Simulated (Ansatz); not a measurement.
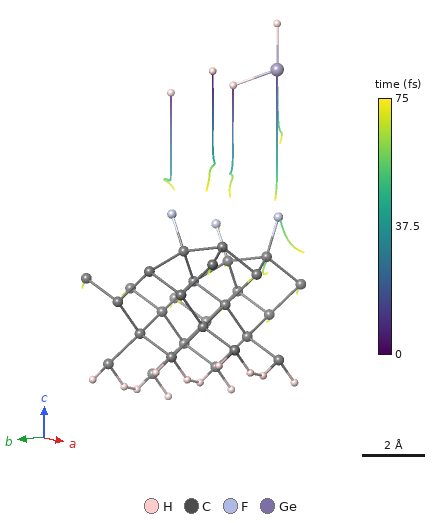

Molecular dynamics of GeH4 on C(100)-2x1, F-covered but for one site, underside capped with H (36 atoms in the cell), 75 fs long. Lines trace each atom's path, coloured by time; spheres stand at the starting positions. Fixed atoms have no trace. Seen from a free direction in the simulation cell, with the vacuum cut short.

Computed with DFT PBE, scalar-relativistic, plane waves, PAW (Ansatz). Run with plane-wave cutoff 420 eV; k-point mesh 2 × 2 × 1; Fermi-Dirac smearing 0.05 eV; spin collinear; low-accuracy preset; 16 atoms held fixed; constant energy (NVE); time step 0.5 fs; at the start 5 atoms move with typed velocities and the others are at rest.

Question: How do the atoms move?

Answer: Root-mean-square distances from the starting positions over the second half, with the common drift of all atoms taken out: Ge 3.70 Å, H 3.17 Å, F 0.48 Å, C 0.16 Å. The run lasts only 75 fs, too short to tell vibration from diffusion. The mean temperature in the second half is 5026 K (standard deviation 1347 K). The potential energy is still drifting at the end, so the run hasn't reached equilibrium. The potential energy in the second half lies on average 190 meV per atom above the first frame. The self-consistency threshold is loose, so the forces are noisy.

Limits of the set-up: the k-point mesh is coarse for a cell with partly filled bands; the program's low-accuracy preset was used; the periodic images lie only 5.0 Å apart, so the values are limited by the cell's size.

Cost: 59 min on 2 threads of Arm Neoverse V1, on a shared host, peak memory 1.3 GiB.

PAW datasets: the set soft_1.
